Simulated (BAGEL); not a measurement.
# HF/STO-3G (density fitting with qzvpp-jkfit) run of GaSiH4Cl (SMILES [SiH3][GaH][Cl])

Aim: the vertical ionisation energy of GaSiH4Cl at HF/STO-3G (density fitting with qzvpp-jkfit), from 2 runs. 

The calculation is run with BAGEL 1.2.2.

### 1 The molecule

GaSiH4Cl has 7 atoms, charge 0, and is taken as a singlet. As SMILES, `[SiH3][GaH][Cl]`. The shape comes from GFN2-xTB, which is rough for such elements, and wasn't checked as a minimum.

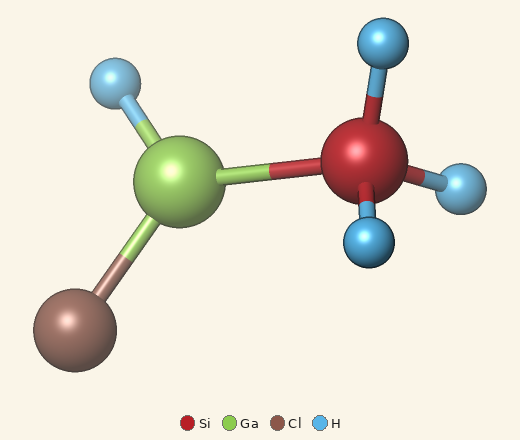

The structure, seen from a chosen angle (silicon red, gallium green, chlorine brown, hydrogen blue).

### 2 The energy at HF/STO-3G (density fitting with qzvpp-jkfit)

input.json reads:

```json
{ "bagel": [

{
  "title": "molecule",
  "basis": "sto-3g",
  "df_basis": "qzvpp-jkfit",
  "angstrom": "true",
  "geometry": [
    { "atom": "Si", "xyz": [   -0.922200,    0.560190,   -0.301100 ] },
    { "atom": "Ga", "xyz": [    1.012340,   -0.652810,    0.480210 ] },
    { "atom": "Cl", "xyz": [    2.627560,   -1.257590,   -0.718720 ] },
    { "atom": "H", "xyz": [   -2.035550,   -0.347720,   -0.633090 ] },
    { "atom": "H", "xyz": [   -0.555320,    1.293210,   -1.528140 ] },
    { "atom": "H", "xyz": [   -1.411840,    1.535900,    0.686270 ] },
    { "atom": "H", "xyz": [    1.285010,   -1.131180,    2.014550 ] }
  ]
},
{
  "title": "hf"
},
{
  "title": "print",
  "file": "orbitals.molden",
  "orbitals": "true"
}

]}
```

The run is started by

```
$ BAGEL_NUM_THREADS=1 BAGEL input.json > input.out
```

The program printed:

```text
* using 1 threads per process

  ===============================================================
  ===============================================================

  *** Geometry ***

  { "atom" : "Si", "xyz" : [     -1.742705,      1.058606,     -0.568997 ] },
  { "atom" : "Ga", "xyz" : [      1.913045,     -1.233632,      0.907465 ] },
  { "atom" : "Cl", "xyz" : [      4.965369,     -2.376501,     -1.358184 ] },
  { "atom" : "H", "xyz" : [     -3.846632,     -0.657096,     -1.196367 ] },
  { "atom" : "H", "xyz" : [     -1.049403,      2.443813,     -2.887766 ] },
  { "atom" : "H", "xyz" : [     -2.667991,      2.902430,      1.296862 ] },
  { "atom" : "H", "xyz" : [      2.428317,     -2.137620,      3.806948 ] },

  Number of auxiliary basis functions:      594

  Since a DF basis is specified, we compute 2- and 3-index integrals:
    o Being stored without compression. Storage requirement is 0.008 GB

  Number of basis functions:       40
  Number of electrons      :       66

    * METHOD: MOLECULE                             0.30

  *** RHF ***

  === Nuclear Repulsion ===
   311.4918816581

      * DIIS with orbital gradients will be used.

  === RHF iteration (sto-3g) ===
      0      -2643.40099703          0.00669367           0.05
      1      -2643.44925440          0.00153731           0.05
      2      -2643.45269082          0.00057901           0.05
      3      -2643.45324942          0.00022400           0.05
      4      -2643.45338931          0.00012037           0.05
      5      -2643.45344770          0.00005275           0.05
      6      -2643.45345656          0.00004036           0.05
      7      -2643.45346586          0.00002339           0.05
      8      -2643.45346959          0.00000816           0.05
      9      -2643.45346993          0.00000377           0.05
     10      -2643.45346998          0.00000183           0.05
     11      -2643.45346999          0.00000158           0.05
     12      -2643.45347000          0.00000140           0.05
     13      -2643.45347002          0.00000119           0.05
     14      -2643.45347004          0.00000056           0.05
     15      -2643.45347005          0.00000037           0.05
     16      -2643.45347005          0.00000030           0.05
     17      -2643.45347005          0.00000017           0.05
     18      -2643.45347005          0.00000008           0.05
     19      -2643.45347005          0.00000004           0.05
     20      -2643.45347005          0.00000003           0.05
     21      -2643.45347005          0.00000002           0.05
     22      -2643.45347005          0.00000002           0.05
     23      -2643.45347005          0.00000002           0.05
     24      -2643.45347005          0.00000001           0.05
     25      -2643.45347005          0.00000001           0.05
    * SCF iteration converged.

    * Permanent dipole moment:
           (    0.938010,    -0.394644,    -0.442022) a.u.

    * METHOD: HF                                   1.41

    * METHOD: PRINT                                0.00

  ===============================================================
```

It took 1.9 s on 1 thread of Arm Neoverse V1, shared host; peak memory 0.088 GiB.

### 3 The doublet cation at the same level

input.json reads:

```json
{ "bagel": [

{
  "title": "molecule",
  "basis": "sto-3g",
  "df_basis": "qzvpp-jkfit",
  "angstrom": "true",
  "geometry": [
    { "atom": "Si", "xyz": [      -0.922200,       0.560190,      -0.301100 ] },
    { "atom": "Ga", "xyz": [       1.012340,      -0.652810,       0.480210 ] },
    { "atom": "Cl", "xyz": [       2.627560,      -1.257590,      -0.718720 ] },
    { "atom": "H", "xyz": [      -2.035550,      -0.347720,      -0.633090 ] },
    { "atom": "H", "xyz": [      -0.555320,       1.293210,      -1.528140 ] },
    { "atom": "H", "xyz": [      -1.411840,       1.535900,       0.686270 ] },
    { "atom": "H", "xyz": [       1.285010,      -1.131180,       2.014550 ] }
  ]
},

{
  "title": "uhf",
  "charge": 1,
  "nopen": 1
},

{
  "title": "print",
  "file": "orbitals.molden",
  "orbitals": "true"
}

]}
```

The run is started by

```
$ BAGEL_NUM_THREADS=1 BAGEL input.json > input.out
```

The program printed:

```text
* using 1 threads per process

  ===============================================================
  ===============================================================

  *** Geometry ***

  { "atom" : "Si", "xyz" : [     -1.742705,      1.058606,     -0.568997 ] },
  { "atom" : "Ga", "xyz" : [      1.913045,     -1.233632,      0.907465 ] },
  { "atom" : "Cl", "xyz" : [      4.965369,     -2.376501,     -1.358184 ] },
  { "atom" : "H", "xyz" : [     -3.846632,     -0.657096,     -1.196367 ] },
  { "atom" : "H", "xyz" : [     -1.049403,      2.443813,     -2.887766 ] },
  { "atom" : "H", "xyz" : [     -2.667991,      2.902430,      1.296862 ] },
  { "atom" : "H", "xyz" : [      2.428317,     -2.137620,      3.806948 ] },

  Number of auxiliary basis functions:      594

  Since a DF basis is specified, we compute 2- and 3-index integrals:
    o Being stored without compression. Storage requirement is 0.008 GB

  Number of basis functions:       40
  Number of electrons      :       66

    * METHOD: MOLECULE                             0.30

  *** Open-shell HF ***

  === Nuclear Repulsion ===
   311.4918816581

      * DIIS with orbital gradients will be used.

  === UHF iteration (sto-3g) ===
      0      -2643.10889796          0.03477768           0.10
      1      -2643.31119687          0.00894999           0.10
      2      -2643.33262677          0.00355287           0.10
      3      -2643.33644127          0.00176685           0.10
      4      -2643.33815046          0.00044790           0.10
      5      -2643.33822534          0.00015116           0.10
      6      -2643.33823518          0.00008809           0.10
      7      -2643.33823860          0.00008301           0.10
      8      -2643.33824233          0.00008188           0.10
      9      -2643.33825144          0.00007972           0.10
     10      -2643.33830674          0.00006525           0.10
     11      -2643.33835958          0.00005280           0.10
     12      -2643.33837251          0.00004677           0.10
     13      -2643.33838875          0.00004357           0.10
     14      -2643.33839348          0.00004254           0.10
     15      -2643.33839482          0.00004218           0.10
     16      -2643.33839811          0.00004195           0.10
     17      -2643.33840956          0.00004116           0.10
     18      -2643.33844588          0.00003804           0.10
     19      -2643.33854810          0.00012103           0.10
     20      -2643.33854795          0.00012251           0.10
     21      -2643.33854080          0.00010198           0.10
     22      -2643.33853378          0.00008268           0.10
     23      -2643.33849754          0.00004670           0.10
     24      -2643.33853081          0.00002388           0.10
     25      -2643.33858267          0.00008897           0.10
     26      -2643.33857928          0.00007235           0.10
[... 45 lines of this table left out ...]
     72      -2643.33860897          0.00000003           0.10
     73      -2643.33860897          0.00000003           0.10
     74      -2643.33860897          0.00000003           0.10
     75      -2643.33860897          0.00000002           0.10
     76      -2643.33860897          0.00000002           0.10
     77      -2643.33860897          0.00000002           0.10
     78      -2643.33860897          0.00000002           0.10
     79      -2643.33860897          0.00000002           0.10
     80      -2643.33860897          0.00000002           0.10
     81      -2643.33860897          0.00000002           0.10
     82      -2643.33860897          0.00000002           0.10
     83      -2643.33860897          0.00000001           0.10
     84      -2643.33860897          0.00000001           0.10
    * SCF iteration converged.

    * S^2 (UHF) is 0.7508

    * Permanent dipole moment:
           (    1.077685,    -0.388276,    -0.796909) a.u.

    * METHOD: UHF                                  8.38

    * METHOD: PRINT                                0.00

  ===============================================================
```

It took 9 s on 1 thread of Arm Neoverse V1, shared host; peak memory 0.088 GiB.

### 4 Summary of results

Level: HF/STO-3G (density fitting with qzvpp-jkfit).

| quantity | value |
| --- | --- |
| singlet GaSiH4Cl: total energy | -2643.45347 Eh |
| singlet GaSiH4Cl: dipole moment | 2.82 D |
| singlet GaSiH4Cl: HOMO energy | -7.72 eV |
| singlet GaSiH4Cl: LUMO energy | 4.02 eV |
| singlet GaSiH4Cl: HOMO–LUMO gap | 11.74 eV |
| doublet cation: total energy | -2643.33861 Eh |
| doublet cation: ⟨S²⟩ | 0.751 |
| vertical ionisation energy (to the doublet cation), in doubt | 3.126 eV |

In words: Removing an electron at fixed nuclei costs 3.13 eV (72 kcal/mol). −ε(HOMO) before ionisation, 7.72 eV, is 4.59 eV above this ionisation energy. This ionisation energy lies far from the orbital energy or is small for a neutral ground state: the minimal basis may be the cause, the hole may sit in another orbital, or the first species is not in its lowest state. In a minimal basis such a difference can be off by several eV, whatever the method.
